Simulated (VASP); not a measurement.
Energy against volume of Cu (fcc). These are PBE GGA with D3 dispersion (zero damping), VASP's PBE PAW potentials (set 64) (plane waves; VASP 6.6.1) values and carry that method's errors.

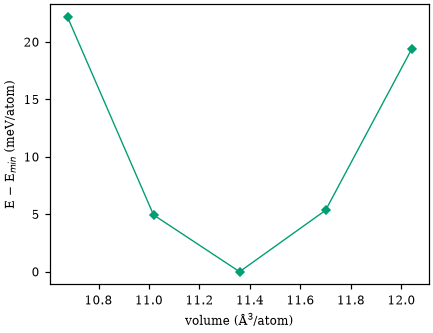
Figure: Energy against volume

### Question
Estimate the equilibrium volume and the bulk modulus.

### Answer
The minimum lies near 11.3 Å³/atom, and the curvature gives B0 of about 160 GPa.

Measured: bulk modulus 144 GPa at 0 K (computed value off by +12.4 %), as given by Daniel Mejia-Rodriguez et al., Physical Review B (2018), arXiv:1807.09216 [0 K value with the zero-point phonon effect removed]; a 3.595 Å at 0 K (computed value off by -0.8 %), as given by Gábor I. Csonka et al., Physical Review B (2009), arXiv:0903.4037 [low-temperature or extrapolated to 0 K; zero-point anharmonic expansion removed].

The compound is Cu in the fcc structure. It was relaxed first.
